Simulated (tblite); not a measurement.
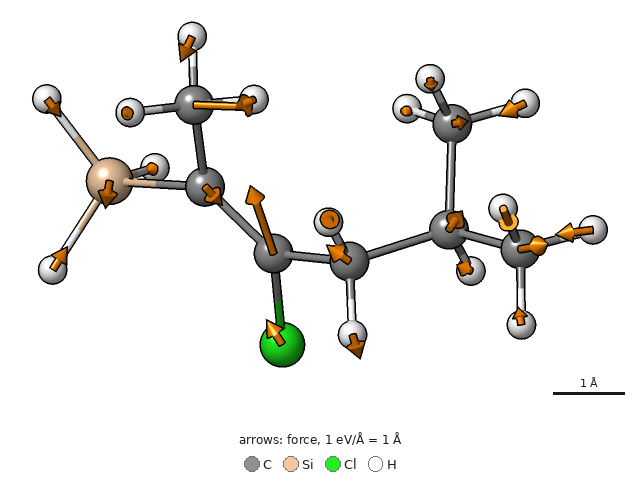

Starting geometry of C$_{7}$H$_{15}$ClSi with the computed forces as orange arrows. Style: ball-and-stick. Shown at a tilt.

All numbers below come from GFN2-xTB geometry optimisation, gas phase in tblite. 

Is this structure relaxed? If not, where do the atoms go?

Answer. It isn't relaxed: the largest force vector, on a C atom, is 1.18 eV/Å. The final displacements have little in common with the starting forces (cosine between the two patterns 0.20). The energy falls by 4.33 kcal/mol in 61 geometry steps. The atom that moves furthest after the best rigid fit is an H atom (0.26 Å). Largest moves by element: H 0.26 Å, Cl 0.20 Å, C 0.16 Å, Si 0.16 Å. Near-neighbour distances that change, for instance: Cl–Si 3.361 → 3.053 Å, H–Si 1.487 → 1.462 Å, C–H 1.110 → 1.088 Å, C–C 1.350 → 1.329 Å. Among the angles between lasting bonds that change: C–C–Si 110.4° → 117.3°, Si–C–C 124.8° → 119.5°, C–C–Cl 121.9° → 116.9°. The run took 1.2 s on 1 thread of Arm Neoverse N1, on a shared host.
